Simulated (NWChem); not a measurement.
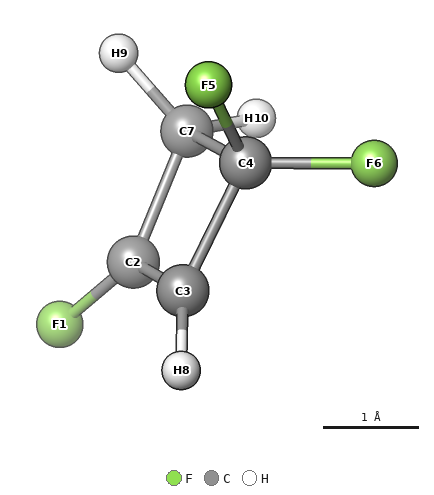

The input geometry (ball-and-stick view, seen at a tilt; atoms are numbered from 1 in the order of the input). Bond lengths as drawn: C–C 1.33 to 1.55 Å, C–F 1.31 to 1.35 Å and C–H 1.08 to 1.09 Å.

Single-point calculation of C4H3F3

System: C4H3F3.
Method: SVWN5/cc-pVDZ, RKS (NWChem 7.2.2).

The geometry comes from this level: PBE0-D4/def2-TZVP.

### The input
```
start m1
memory total 8000 mb

geometry units angstrom noautosym nocenter noautoz
   load m1.xyz
end

basis spherical
   F library cc-pVDZ
   C library cc-pVDZ
   H library cc-pVDZ
end

dft
   xc slater vwn_5
   grid fine
   convergence energy 1e-08
   maxiter 100
   mulliken
   noprint "final vectors analysis"
end

task dft energy
```

### File m1.xyz
```
10

F      1.129700    -1.764600     1.198000
C      0.447200    -0.877700     0.515700
C     -0.664900    -0.949900    -0.209400
C     -0.552600     0.515200    -0.506500
F     -0.388900     0.843800    -1.809900
F     -1.564000     1.290500    -0.048000
C      0.743200     0.580100     0.341500
H     -1.373900    -1.713800    -0.488600
H      1.641800     0.825900    -0.226600
H      0.665500     1.199200     1.236600
```

Run on 56 threads of Arm Neoverse N1, 90 GiB of memory available, host not shared.

Launch command:
```bash
nwchem m1.nw > m1.out
```

### Log
```
Northwest Computational Chemistry Package (NWChem) 7.2.2
             --------------------------------------------------------

           Job information
           ---------------

    nwchem branch   = 7.2.2
    use scalapack   = T
    input           = m1.nw
    prefix          = m1.
    data base       = ./m1.db
    status          = startup
    nproc           =        1

           Memory information
           ------------------

    heap     =  262143998 doubles =   2000.0 Mbytes
    stack    =  262143995 doubles =   2000.0 Mbytes
    global   =  524288000 doubles =   4000.0 Mbytes (distinct from heap & stack)
    total    = 1048575993 doubles =   8000.0 Mbytes
    verify   = yes
    hardfail = no

           Directory information
           ---------------------

  0 permanent = .
  0 scratch   = .

                                NWChem Input Module
                                -------------------

 Scaling coordinates for geometry "geometry" by  1.889725989
 (inverse scale =  0.529177249)

                             Geometry "geometry" -> ""
                             -------------------------

 Output coordinates in angstroms (scale by  1.889725989 to convert to a.u.)

  No.       Tag          Charge          X              Y              Z
 ---- ---------------- ---------- -------------- -------------- --------------
    1 F                    9.0000     1.12970000    -1.76460000     1.19800000
    2 C                    6.0000     0.44720000    -0.87770000     0.51570000
    3 C                    6.0000    -0.66490000    -0.94990000    -0.20940000
    4 C                    6.0000    -0.55260000     0.51520000    -0.50650000
    5 F                    9.0000    -0.38890000     0.84380000    -1.80990000
    6 F                    9.0000    -1.56400000     1.29050000    -0.04800000
    7 C                    6.0000     0.74320000     0.58010000     0.34150000
    8 H                    1.0000    -1.37390000    -1.71380000    -0.48860000
    9 H                    1.0000     1.64180000     0.82590000    -0.22660000
   10 H                    1.0000     0.66550000     1.19920000     1.23660000

      Atomic Mass
      -----------

      F                 18.998400
      C                 12.000000
      H                  1.007825

 Effective nuclear repulsion energy (a.u.)     307.5784696088

            Nuclear Dipole moment (a.u.)
            ----------------------------
        X                 Y               Z
 ---------------- ---------------- ----------------
   -12.5440011122    -1.4271210666    -8.6358587952

            XYZ format geometry
            -------------------
    10
 geometry
 F                     1.12970000    -1.76460000     1.19800000
 C                     0.44720000    -0.87770000     0.51570000
 C                    -0.66490000    -0.94990000    -0.20940000
 C                    -0.55260000     0.51520000    -0.50650000
 F                    -0.38890000     0.84380000    -1.80990000
 F                    -1.56400000     1.29050000    -0.04800000
 C                     0.74320000     0.58010000     0.34150000
 H                    -1.37390000    -1.71380000    -0.48860000
 H                     1.64180000     0.82590000    -0.22660000
 H                     0.66550000     1.19920000     1.23660000

 ==============================================================================
                                internuclear distances
 ------------------------------------------------------------------------------
       center one      |      center two      | atomic units |  angstroms
 ------------------------------------------------------------------------------
    2 C                |   1 F                |     2.47686  |     1.31070
    3 C                |   2 C                |     2.51252  |     1.32957
    4 C                |   3 C                |     2.83295  |     1.49913
    5 F                |   4 C                |     2.55891  |     1.35411
    6 F                |   4 C                |     2.55934  |     1.35434
    7 C                |   2 C                |     2.83027  |     1.49771
    7 C                |   4 C                |     2.92902  |     1.54997
    8 H                |   3 C                |     2.03896  |     1.07897
    9 H                |   7 C                |     2.06200  |     1.09116
   10 H                |   7 C                |     2.06190  |     1.09111
 ------------------------------------------------------------------------------
                         number of included internuclear distances:         10
 ==============================================================================

 ==============================================================================
                                 internuclear angles
 ------------------------------------------------------------------------------
        center 1       |       center 2       |       center 3       |  degrees
 ------------------------------------------------------------------------------
    1 F                |   2 C                |   3 C                |   133.05
    1 F                |   2 C                |   7 C                |   128.04
    3 C                |   2 C                |   7 C                |    98.90
    2 C                |   3 C                |   4 C                |    89.56
    2 C                |   3 C                |   8 H                |   136.82
    4 C                |   3 C                |   8 H                |   133.62
    3 C                |   4 C                |   5 F                |   115.91
    3 C                |   4 C                |   6 F                |   115.88
    3 C                |   4 C                |   7 C                |    89.72
    5 F                |   4 C                |   6 F                |   106.09
    5 F                |   4 C                |   7 C                |   114.54
    6 F                |   4 C                |   7 C                |   114.53
    2 C                |   7 C                |   4 C                |    81.82
    2 C                |   7 C                |   9 H                |   116.27
    2 C                |   7 C                |  10 H                |   116.28
    4 C                |   7 C                |   9 H                |   114.40
    4 C                |   7 C                |  10 H                |   114.40
    9 H                |   7 C                |  10 H                |   110.97
 ------------------------------------------------------------------------------
                            number of included internuclear angles:         18
 ==============================================================================

                      Basis "ao basis" -> "" (spherical)
                      -----
  [basis functions not shown]

 Summary of "ao basis" -> "" (spherical)
 ------------------------------------------------------------------------------
       Tag                 Description            Shells   Functions and Types
 ---------------- ------------------------------  ------  ---------------------
 F                          cc-pVDZ                  6       14   3s2p1d
 C                          cc-pVDZ                  6       14   3s2p1d
 H                          cc-pVDZ                  3        5   2s1p

                                 NWChem DFT Module
                                 -----------------

 Summary of "ao basis" -> "ao basis" (spherical)
 ------------------------------------------------------------------------------
       Tag                 Description            Shells   Functions and Types
 ---------------- ------------------------------  ------  ---------------------
 F                          cc-pVDZ                  6       14   3s2p1d
 C                          cc-pVDZ                  6       14   3s2p1d
 H                          cc-pVDZ                  3        5   2s1p

  Caching 1-el integrals
  itol2e modified to match energy
  convergence criterion.
  tol_rho modified to match energy
  convergence criterion.

            General Information
            -------------------
          SCF calculation type: DFT
          Wavefunction type:  closed shell.
          No. of atoms     :    10
          No. of electrons :    54
           Alpha electrons :    27
            Beta electrons :    27
          Charge           :     0
          Spin multiplicity:     1
          Use of symmetry is: off; symmetry adaption is: off
          Maximum number of iterations: 100
          AO basis - number of functions:   113
                     number of shells:    51
          Convergence on energy requested:  1.00D-08
          Convergence on density requested:  1.00D-05
          Convergence on gradient requested:  5.00D-04

              XC Information
              --------------
                        Slater Exchange Functional  1.000 local
                      VWN V Correlation Functional  1.000 local

             Grid Information
             ----------------
          Grid used for XC integration:  fine
          Radial quadrature: Mura-Knowles
          Angular quadrature: Lebedev.
          Tag              B.-S. Rad. Rad. Pts. Rad. Cut. Ang. Pts.
          ---              ---------- --------- --------- ---------
          F                   0.50       70          10.0       590
          C                   0.70       70          10.0       590
          H                   0.35       60          11.0       590
          Grid pruning is: on
          Number of quadrature shells:   670
          Spatial weights used:  Erf1

          Convergence Information
          -----------------------
          Convergence aids based upon iterative change in
          total energy or number of iterations.
          Levelshifting, if invoked, occurs when the
          HOMO/LUMO gap drops below (HL_TOL):  1.00D-02
          DIIS, if invoked, will attempt to extrapolate
          using up to (NFOCK): 10 stored Fock matrices.

                    Damping( 0%)  Levelshifting(0.5)       DIIS
                  --------------- ------------------- ---------------
          dE  on:    start            ASAP                start
          dE off:    2 iters        100 iters           100 iters

      Screening Tolerance Information
      -------------------------------
          Density screening/tol_rho:  1.00D-11
          AO Gaussian exp screening on grid/accAOfunc:  18
          CD Gaussian exp screening on grid/accCDfunc:  20
          XC Gaussian exp screening on grid/accXCfunc:  20
          Schwarz screening/accCoul:  1.00D-09

      Superposition of Atomic Density Guess
      -------------------------------------

 Sum of atomic energies:        -450.31402000

      Non-variational initial energy
      ------------------------------

 Total energy =    -453.705256
 1-e energy   =   -1233.149133
 2-e energy   =     471.865407
 HOMO         =      -0.289863
 LUMO         =       0.056195

  WARNING: movecs_in_org=atomic not equal to movecs_in=./m1.movecs
   Time after variat. SCF:      1.4

     ---------------------------------------------
      Total Density - Mulliken Population Analysis
     ---------------------------------------------

    Atom       Charge   Shell Charges
 -----------   ------   -------------------------------------------------------
    1 F    9     9.29   2.00  0.91  0.97  3.40  2.00  0.00
    2 C    6     5.50   2.00  0.70  0.51  1.59  0.54  0.16
    3 C    6     6.31   2.00  0.75  0.56  2.09  0.86  0.06
    4 C    6     5.14   2.00  0.66  0.41  1.41  0.46  0.20
    5 F    9     9.41   2.00  0.91  0.99  3.45  2.06  0.00
    6 F    9     9.41   2.00  0.91  0.99  3.45  2.06  0.00
    7 C    6     6.15   2.00  0.74  0.37  2.05  0.94  0.05
    8 H    1     0.95   0.67  0.24  0.03
    9 H    1     0.91   0.68  0.20  0.03
   10 H    1     0.91   0.68  0.20  0.03
   Time prior to 1st pass:      1.4

 Integral file          = ./m1.aoints.0
 Record size in doubles =  65536        No. of integs per rec  =  43688
 Max. records in memory =    647        Max. records in file   = 931753
 No. of bits per label  =      8        No. of bits per value  =     64

 #quartets = 7.866D+05 #integrals = 1.817D+07 #direct =  0.0% #cached =100.0%

 Grid_pts file          = ./m1.gridpts.0
 Record size in doubles =  12289        No. of grid_pts per rec  =   3070
 Max. records in memory =    143        Max. recs in file   =   4968952

           Memory utilization after 1st SCF pass:
           Heap Space remaining (MW):      217.97           217972278
          Stack Space remaining (MW):      262.14           262143156

   convergence    iter        energy       DeltaE   RMS-Dens  Diis-err    time
 ---------------- ----- ----------------- --------- --------- ---------  ------
 d= 0,ls=0.0,diis     1   -450.2302862065 -7.58D+02  2.06D-02  2.17D+00     6.8
 d= 0,ls=0.0,diis     2   -449.8679499245  3.62D-01  1.28D-02  6.09D+00     7.7
 d= 0,ls=0.0,diis     3   -450.4043072489 -5.36D-01  2.77D-03  1.69D-01     8.6
 d= 0,ls=0.0,diis     4   -450.4142505621 -9.94D-03  1.71D-03  4.59D-02     9.6
 d= 0,ls=0.0,diis     5   -450.4185535464 -4.30D-03  6.50D-04  9.73D-03    10.6
  Resetting Diis
 d= 0,ls=0.0,diis     6   -450.4196942800 -1.14D-03  1.78D-04  7.16D-04    11.6
 d= 0,ls=0.0,diis     7   -450.4197800585 -8.58D-05  6.50D-05  1.72D-05    12.6
 d= 0,ls=0.0,diis     8   -450.4197753697  4.69D-06  4.52D-05  6.83D-05    13.6
 d= 0,ls=0.0,diis     9   -450.4197817010 -6.33D-06  6.94D-06  9.49D-07    14.6
 d= 0,ls=0.0,diis    10   -450.4197817848 -8.39D-08  2.47D-06  1.39D-07    15.6
 d= 0,ls=0.0,diis    11   -450.4197818021 -1.73D-08  5.44D-07  8.77D-09    16.6
 d= 0,ls=0.0,diis    12   -450.4197818031 -1.04D-09  1.03D-07  3.01D-10    17.7

         Total DFT energy =     -450.419781803140
      One electron energy =    -1235.645016855383
           Coulomb energy =      528.533745188863
    Exchange-Corr. energy =      -50.886979745441
 Nuclear repulsion energy =      307.578469608821

 Numeric. integr. density =       53.999999750162

     Total iterative time =     16.2s

     ---------------------------------------------
      Total Density - Mulliken Population Analysis
     ---------------------------------------------

    Atom       Charge   Shell Charges
 -----------   ------   -------------------------------------------------------
    1 F    9     9.05   2.01  0.89  0.97  3.33  1.85  0.01
    2 C    6     5.99   2.02  0.67  0.49  2.03  0.62  0.16
    3 C    6     6.00   2.02  0.65  0.49  2.14  0.65  0.05
    4 C    6     5.87   2.02  0.68  0.39  1.97  0.57  0.24
    5 F    9     9.13   2.01  0.88  0.99  3.33  1.92  0.01
    6 F    9     9.13   2.01  0.88  0.99  3.33  1.92  0.01
    7 C    6     6.02   2.02  0.66  0.32  2.17  0.79  0.06
    8 H    1     0.97   0.72  0.23  0.03
    9 H    1     0.92   0.71  0.18  0.03
   10 H    1     0.92   0.71  0.18  0.03

     -------------------------------------------
      Total Density - Lowdin Population Analysis
     -------------------------------------------

    Atom       Charge   Shell Charges
 -----------   ------   -------------------------------------------------------
    1 F    9     8.86   1.92  0.91  0.82  3.18  2.02  0.01
    2 C    6     6.08   1.88  0.58  0.35  1.81  1.02  0.44
    3 C    6     6.08   1.87  0.58  0.39  1.91  1.14  0.18
    4 C    6     6.14   1.89  0.57  0.35  1.76  0.98  0.58
    5 F    9     8.95   1.92  0.92  0.84  3.19  2.07  0.01
    6 F    9     8.95   1.92  0.92  0.84  3.19  2.07  0.01
    7 C    6     6.06   1.88  0.56  0.37  1.92  1.16  0.17
    8 H    1     0.97   0.59  0.29  0.09
    9 H    1     0.95   0.60  0.27  0.08
   10 H    1     0.95   0.60  0.27  0.08

 center of mass
 --------------
 x =  -0.26283607 y =  -0.02536966 z =  -0.18047199

 moments of inertia (a.u.)
 ------------------
         840.217061068472         262.416216965989        -182.300863732272
         262.416216965989         689.760414813424         257.619995917199
        -182.300863732272         257.619995917199         825.849683931943

     Multipole analysis of the density
     ---------------------------------

     L   x y z        total         alpha         beta         nuclear
     -   - - -        -----         -----         ----         -------
     0   0 0 0     -0.000000    -27.000000    -27.000000     54.000000

     1   1 0 0      0.324134      6.434068      6.434068    -12.544001
     1   0 1 0     -0.241409      0.592856      0.592856     -1.427121
     1   0 0 1      0.276607      4.456233      4.456233     -8.635859

     2   2 0 0    -27.895266   -101.236600   -101.236600    174.577934
     2   1 1 0      2.679338     58.901635     58.901635   -115.123931
     2   1 0 1     -0.062358    -45.980764    -45.980764     91.899169
     2   0 2 0    -28.265236   -135.773433   -135.773433    243.281630
     2   0 1 1      1.648386     59.915316     59.915316   -118.182246
     2   0 0 2    -29.292040   -100.951908   -100.951908    172.611776

 Parallel integral file used     416 records with       0 large values

 Task  times  cpu:       17.5s     wall:       17.7s
 Total times  cpu:       17.5s     wall:       17.7s
```

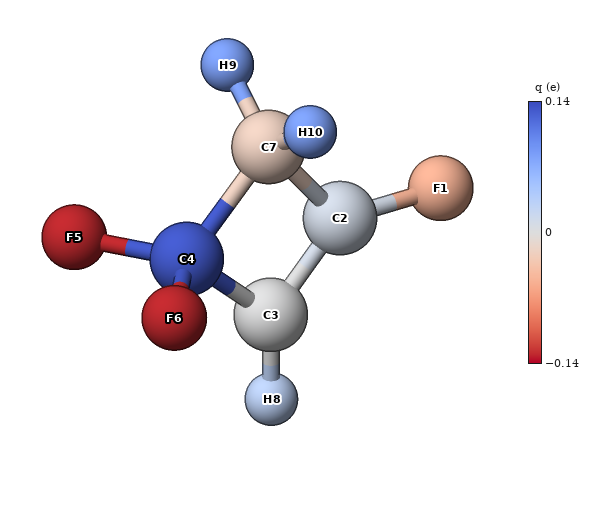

Mulliken charges, as the colour of each atom (ball-and-stick view, seen at an oblique angle; atoms are numbered from 1 in the order of the input). By element: F −0.13 to −0.05, C −0.02 to +0.13 and H +0.03 to +0.08 e.

### Results in brief

| quantity | value |
| --- | --- |
| outcome | converged |
| total energy | −450.419782 hartree |
| basis functions | 113 |
| dipole moment | 1.24 D |
| wall time | 18 s (CPU time 18 s) |
| peak memory | 0.29 GiB |
